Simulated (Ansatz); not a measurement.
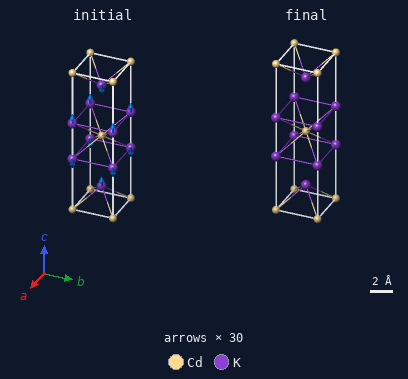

The structure of solid K₂Cd (a generated structure, set up in I4/mmm) before (left) and after (right) a relaxation, at one scale. The blue arrows give the displacements (the part carried along by the change of the cell is left out), magnified 30 times.

A ball-and-stick model of the conventional cell (2 times the calculation's cell), seen from a free direction. Lengths and directions refer to the drawn axes.

The start is a swapped structure.

All numbers below come from DFT, PAW plane waves, r2SCAN in Ansatz 0.2.0. (plane-wave cutoff 500 eV; k-point mesh 8 × 8 × 8; occupations fermi dirac; smearing width 0.1 eV; no spin polarisation; cell and atoms relaxed; force threshold 0.03 eV/Å; at most 80 steps)

### Summarise the run.

The largest moves relative to the cell, 0.035 Å, are those of K atoms. Cd stays in place. The volume changes by +12.5 %, with a = b 4.211 → 4.319 Å (+2.6 %), c 14.982 → 16.027 Å (+7.0 %). Some distances before and after: K–K 3.895 → 4.237 Å, Cd–K 3.558 → 3.717 Å, K–K 4.211 → 4.319 Å. The space group stays I4/mmm (No. 139). Over 6 accepted moves (7 points after the start) the energy falls by 64.0 meV per cell of the calculation. The largest force component goes from 0.19 to under 0.0001 eV/Å. The pressure goes from 1.18 to 0.01 GPa. At 1 point the geometry stayed and the basis and grid were re-selected for the new cell (energy shift of 3.0 meV per cell of the calculation at most each time).
